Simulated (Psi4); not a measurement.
# doublet [Si2H4]+: levels of theory compared

We compute a comparison of 3 runs (U-revPBE/def2-TZVP, UBLYP/def2-TZVP, USVWN5/def2-TZVP) of doublet [Si2H4]+. 

Program for the calculation: Psi4 1.11.

2 further runs of the same task are left out: 2 set aside as unsound or not needed.

**1. The structure to begin with**

The species is [Si2H4]+ (6 atoms), meant as a doublet with charge +1. As SMILES of the parent species, `[SiH][SiH3]`. Geometry: relaxed at GFN2-xTB. That shape belongs to the parent species and isn't relaxed for this state.

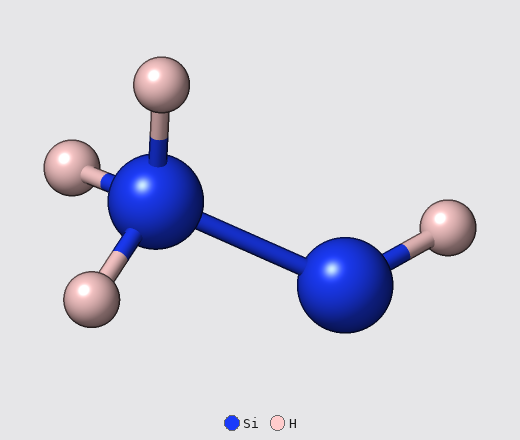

Viewed from a chosen angle; silicon blue, hydrogen pink.

**2. A single-point energy at U-revPBE/def2-TZVP (run 1)**

The input, h4si2.inp:

```
memory 1600 mb

molecule molecule1 {
  1 2
  Si
  Si 1 2.253547
  H 1 1.47341 2 128.76405
  H 2 1.466851 1 105.54401 3 -179.87473
  H 2 1.473519 4 107.88487 1 123.95889
  H 2 1.473551 4 107.85144 5 112.16006
  symmetry c1
}

set {
  basis                def2-TZVP
  reference            uks
  puream               true
  e_convergence        1e-09
  d_convergence        1e-08
  scf_type             pk
  dft_radial_points    99
  dft_spherical_points 590
  maxiter              200
}

result, w = energy("revpbe", return_wfn=True)
oeprop(w, "QUADRUPOLE", "MULLIKEN_CHARGES", "MAYER_INDICES", title="REVPBE")
```

Command:

```
$ psi4 -i h4si2.inp -o h4si2.out -n 1
```

h4si2.out:

```text
[...]
  Running in c1 symmetry.
[...]
  Nuclear repulsion =   76.540036721920984
[...]
  Multiplicity = 2
[...]
  Nalpha       = 16
  Nbeta        = 15
[...]
    Number of basis functions: 98
[...]
   @UKS iter   1:  -580.80743522401497    9.37741e-03   4.52150e-03 DIIS/ADIIS
[...]
   @UKS iter  13:  -580.89346975227170   -5.34328e-12   6.97185e-09 DIIS
[...]
   @S^2 Observed:                7.533885581E-01
[...]
  @UKS Final Energy:  -580.89346975227170
   => Energetics <=
    Nuclear Repulsion Energy =             76.5400367219209841
    One-Electron Energy =                -949.2530575195837628
    Two-Electron Energy =                 334.7103575893349898
    DFT Exchange-Correlation Energy =     -42.8908065439438673
    Empirical Dispersion Energy =           0.0000000000000000
    VV10 Nonlocal Energy =                  0.0000000000000000
    Total Energy =                       -580.8934697522716988
[...]
 Multipole Moments:
 ------------------------------------------------------------------------------------
     Multipole            Electronic (a.u.)      Nuclear  (a.u.)        Total (a.u.)
 ------------------------------------------------------------------------------------
 L = 1.  Multiply by 2.5417464519 to convert [e a0] to [Debye]
 Dipole X            :         -0.0018787            0.0013765           -0.0005022
 Dipole Y            :         -0.7385499            0.8967015            0.1581516
 Dipole Z            :         -3.4841968            2.6122748           -0.8719220
 Magnitude           :                                                    0.8861490
 L = 2.  Multiply by 1.3450342976 to convert [e a0^2] to [Debye ang]
 Quadrupole XX       :        -26.2530014            9.6732874          -16.5797140
 Quadrupole XY       :          0.0033006           -0.0028903            0.0004104
[...]
  Mulliken Charges: (a.u.)
   Center  Symbol    Alpha    Beta     Spin     Total
       1    SI     7.14707  6.32599  0.82108  0.52694
       2    SI     7.01235  6.92004  0.09231  0.06761
       3     H     0.45486  0.40983  0.04503  0.13531
       4     H     0.46121  0.46265 -0.00144  0.07615
       5     H     0.46221  0.44077  0.02143  0.09702
       6     H     0.46230  0.44073  0.02157  0.09698
   Total alpha = 16.00000, Total beta = 15.00000, Total charge =  1.00000
  Mayer Bond Indices:
[...]
```

Wall time 29 s (1 thread of Intel Xeon Platinum 8375C at 2.90GHz (Ice Lake), shared host); peak memory 0.81 GiB.

**3. Energy and forces at UBLYP/def2-TZVP (run 2)**

The input, h4si2.xyz:

```xyz
6
H4Si2
Si     0.322720    -1.575880     0.287350
Si    -0.300130     0.523270    -0.245660
H      1.427930    -2.017820     1.155760
H     -1.456530     0.376070    -1.136010
H      0.714920     1.325330    -0.951090
H     -0.708920     1.369020     0.889660
```

The input, h4si2.py:

```python
import psi4

psi4.set_memory(1600000000)
psi4.set_num_threads(1)
psi4.core.set_output_file('psi4.out', False)

with open('h4si2.xyz') as f:
    atoms = ''.join(f.readlines()[2:])
mol = psi4.geometry('1 2\n' + atoms + 'symmetry c1')

options = {'basis': 'def2-TZVP', 'reference': 'uks', 'puream': True, 'e_convergence': 1e-09, 'd_convergence': 1e-08, 'scf_type': 'pk', 'dft_radial_points': 99, 'dft_spherical_points': 590, 'maxiter': 200}
psi4.set_options(options)

energy_value, wavefunction = psi4.gradient('BLYP', molecule=mol, return_wfn=True)
psi4.oeprop(wavefunction, 'QUADRUPOLE', 'DIPOLE', 'MULLIKEN_CHARGES')
print('gradient / Eh bohr^-1')
print(energy_value.np.round(6))
print(f'energy = {wavefunction.energy():.10f} Eh')
```

Command:

```
$ python h4si2.py
```

psi4.out:

```text
[...]
  Running in c1 symmetry.
[...]
  Nuclear repulsion =   76.540044270488778
[...]
  Multiplicity = 2
[...]
  Nalpha       = 16
  Nbeta        = 15
[...]
    Number of basis functions: 98
[...]
   @UKS iter   1:  -580.90569350998896    5.57462e-03   4.83870e-03 ADIIS/DIIS
[...]
   @UKS iter  13:  -581.00454372232332   -1.02318e-12   6.55449e-09 DIIS
[...]
   @S^2 Observed:                7.521975616E-01
[...]
  @UKS Final Energy:  -581.00454372232332
   => Energetics <=
    Nuclear Repulsion Energy =             76.5400442704887780
    One-Electron Energy =                -949.2402313160782796
    Two-Electron Energy =                 334.7015252167781227
    DFT Exchange-Correlation Energy =     -43.0058818935119334
    Empirical Dispersion Energy =           0.0000000000000000
    VV10 Nonlocal Energy =                  0.0000000000000000
    Total Energy =                       -581.0045437223233193
[...]
  -Total Gradient:
     Atom            X                  Y                   Z
    ------   -----------------  -----------------  -----------------
       1       -0.001839485303     0.022685140111    -0.001951474962
       2        0.016629500827    -0.039901799760     0.013785982531
       3       -0.007281645365     0.001127673874    -0.005677242908
       4        0.004562297376     0.006311660437     0.003401690758
       5       -0.012423576980     0.005088587506     0.003490500391
       6        0.000353079823     0.004688652092    -0.013049326487
[...]
 Multipole Moments:
 ------------------------------------------------------------------------------------
     Multipole            Electronic (a.u.)      Nuclear  (a.u.)        Total (a.u.)
 ------------------------------------------------------------------------------------
 L = 1.  Multiply by 2.5417464519 to convert [e a0] to [Debye]
 Dipole X            :          0.4151079           -0.0592217            0.3558862
 Dipole Y            :         -3.5263525            2.7590956           -0.7672569
 Dipole Z            :          0.4029708           -0.1092692            0.2937016
 Magnitude           :                                                    0.8953205
 L = 2.  Multiply by 1.3450342976 to convert [e a0^2] to [Debye ang]
 Quadrupole XX       :        -45.3277960           28.1780038          -17.1497921
 Quadrupole XY       :         43.2147607          -45.1617428           -1.9469821
[...]
```

The script printed:

```text
gradient / Eh bohr^-1
[[-0.001839  0.022685 -0.001951]
 [ 0.01663  -0.039902  0.013786]
 [-0.007282  0.001128 -0.005677]
 [ 0.004562  0.006312  0.003402]
 [-0.012424  0.005089  0.003491]
 [ 0.000353  0.004689 -0.013049]]
energy = -581.0045437223 Eh
```

Run time: 35 s. Hardware: 1 thread of Intel Xeon Platinum 8375C at 2.90GHz (Ice Lake), shared host; peak memory 0.8 GiB.

**4. Energy and forces at USVWN5/def2-TZVP (run 3)**

The input, job.py:

```python
import psi4

psi4.set_memory('1600 MB')
psi4.set_num_threads(1)
psi4.set_output_file('h4si2.out', False)

mol = psi4.geometry("""
1 2
Si
Si 1 2.253547
H 1 1.47341 2 128.76405
H 2 1.466851 1 105.54401 3 -179.87473
H 2 1.473519 4 107.88487 1 123.95889
H 2 1.473551 4 107.85144 5 112.16006
symmetry c1
no_reorient
no_com
""")

options = {'basis': 'def2-TZVP', 'reference': 'uks', 'puream': True, 'e_convergence': 1e-09, 'd_convergence': 1e-08, 'scf_type': 'pk', 'dft_radial_points': 99, 'dft_spherical_points': 590, 'maxiter': 200}
psi4.set_options(options)

E, wfn = psi4.gradient("scf", dft_functional={"name": "SVWN5", "x_functionals": {"LDA_X": {}}, "c_functionals": {"LDA_C_VWN": {}}}, return_wfn=True)
psi4.oeprop(wfn, "DIPOLE", "QUADRUPOLE", "MAYER_INDICES")
print('gradient / Eh bohr^-1')
print(E.np.round(6))
print(f'energy = {wfn.energy():.10f} Eh')
```

Command:

```
$ python job.py
```

h4si2.out:

```text
[...]
  Running in c1 symmetry.
[...]
  Nuclear repulsion =   76.540036721920984
[...]
  Multiplicity = 2
[...]
  Nalpha       = 16
  Nbeta        = 15
[...]
    Number of basis functions: 98
[...]
   @UKS iter   1:  -578.54859396387599    6.77954e-02   4.81590e-03 ADIIS/DIIS
[...]
   @UKS iter  13:  -578.65078253320121   -1.36424e-12   3.53040e-09 DIIS
[...]
   @S^2 Observed:                7.516257755E-01
[...]
  @UKS Final Energy:  -578.65078253320121
   => Energetics <=
    Nuclear Repulsion Energy =             76.5400367219209841
    One-Electron Energy =                -949.1858957681015454
    Two-Electron Energy =                 334.5776958334500932
    DFT Exchange-Correlation Energy =     -40.5826193204706911
    Empirical Dispersion Energy =           0.0000000000000000
    VV10 Nonlocal Energy =                  0.0000000000000000
    Total Energy =                       -578.6507825332012089
[...]
  -Total Gradient:
     Atom            X                  Y                   Z
    ------   -----------------  -----------------  -----------------
       1        0.000007262314     0.007840296851     0.008531338071
       2       -0.000044603877     0.005707638233    -0.028819130883
       3        0.000001833381    -0.010303706311     0.006310092452
       4       -0.000000017854     0.010083182381     0.002760791387
       5        0.012327422561    -0.006635916846     0.005602210996
       6       -0.012291902469    -0.006691403175     0.005614565691
[...]
 Multipole Moments:
 ------------------------------------------------------------------------------------
     Multipole            Electronic (a.u.)      Nuclear  (a.u.)        Total (a.u.)
 ------------------------------------------------------------------------------------
 L = 1.  Multiply by 2.5417464519 to convert [e a0] to [Debye]
 Dipole X            :         -0.0018426            0.0013765           -0.0004661
 Dipole Y            :         -0.7162633            0.8967015            0.1804382
 Dipole Z            :         -3.4195636            2.6122748           -0.8072887
 Magnitude           :                                                    0.8272081
 L = 2.  Multiply by 1.3450342976 to convert [e a0^2] to [Debye ang]
 Quadrupole XX       :        -26.3329684            9.6732874          -16.6596810
 Quadrupole XY       :          0.0032523           -0.0028903            0.0003620
[...]
```

On the terminal:

```text
gradient / Eh bohr^-1
[[ 7.0000e-06  7.8400e-03  8.5310e-03]
 [-4.5000e-05  5.7080e-03 -2.8819e-02]
 [ 2.0000e-06 -1.0304e-02  6.3100e-03]
 [-0.0000e+00  1.0083e-02  2.7610e-03]
 [ 1.2327e-02 -6.6360e-03  5.6020e-03]
 [-1.2292e-02 -6.6910e-03  5.6150e-03]]
energy = -578.6507825332 Eh
```

Wall time 20 s (1 thread of Intel Xeon Platinum 8375C at 2.90GHz (Ice Lake), shared host); peak memory 0.61 GiB.

**5. All runs side by side**

| run | level | task | energy (Eh) | HOMO energy (eV) | LUMO energy (eV) | ⟨S²⟩ | wall time |
| --- | --- | --- | --- | --- | --- | --- | --- |
| 1 | U-revPBE/def2-TZVP | energy | -580.893470 | -12.23 | -10.88 | 0.753 | 29 s |
| 2 | UBLYP/def2-TZVP | gradient | -581.004544 | -12.01 | -10.74 | 0.752 | 35 s |
| 3 | USVWN5/def2-TZVP | gradient | -578.650783 | -12.10 | -11.07 | 0.752 | 20 s |

**6. What came out**

| quantity | value |
| --- | --- |
| run 3: total energy | -578.65078 Eh |
| run 3: HOMO energy (highest over α and β) | -12.10 eV |
| run 3: LUMO energy (lowest over α and β) | -11.07 eV |
| run 3: ⟨S²⟩ | 0.752 |
| run 3: largest force on an atom | 1.511 eV/Å |

Totals of different functionals can't be ranked against each other. All runs together took 84 s, the longest 35 s.
